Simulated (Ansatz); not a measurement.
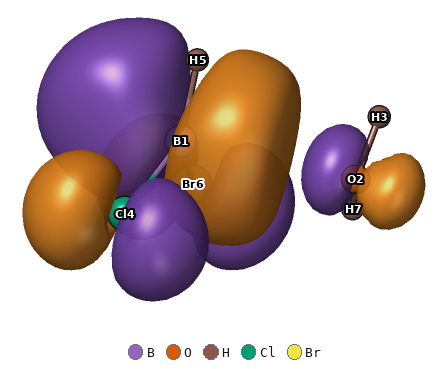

Figure 1: BBrClH···H$_{2}$O. One frontier orbital at ±0.08 Å⁻³ᐟ² (orange and purple are the two phases), seen from one side.

Not at a stationary point (largest force 1.0 eV/Å).

The calculation used Ansatz 0.2.0, RKS PBE/def2-SVP.

The calculation's input:

```
crystal:
  periodic: [false, false, false]
  atoms:
    - { symbol: B, position_ang: [0.0, 0.0, 0.0] }
    - { symbol: O, position_ang: [0.0, 0.0, 1.76] }
    - { symbol: H, position_ang: [-0.9095, -0.2814, 2.0971] }
    - { symbol: Cl, position_ang: [1.6108, 0.0, -0.93] }
    - { symbol: H, position_ang: [-1.0305, 0.0, -0.595] }
    - { symbol: Br, position_ang: [0.4991, 2.1638, 0.7379] }
    - { symbol: H, position_ang: [0.2518, 1.0916, 1.7348] }
basis:
  gaussian: { orbitals: def2-SVP }
hamiltonian:
  xc: pbe
relax:
  f_tol: 0.15
  max_steps: 25
  restrain:
    - { distance: [0, 5], at: 2.04, k: 30.0 }
    - { distance: [6, 1], at: 1.01, k: 30.0 }
    - { distance: [0, 1], at: 2.61, k: 30.0 }
    - { distance: [6, 5], at: 2.75, k: 30.0 }
output:
  orbitals: {}
```

Launched as:

```sh
ansatz run input.yaml --threads 2 --pin off --max-ram 3072MiB --backend cpu --events-out ev --progress --plain --runs-dir out
```

The fields are those of the run's last geometry, not of the input's.

**Which orbital is it: HOMO or LUMO?**

The LUMO, at −2.15 eV. Its weight (Hirshfeld) is mainly on B1 (about 55 %), Cl4 (about 20 %), Br6 (about 15 %), O2 (about 5 %) and H5 (about 5 %).
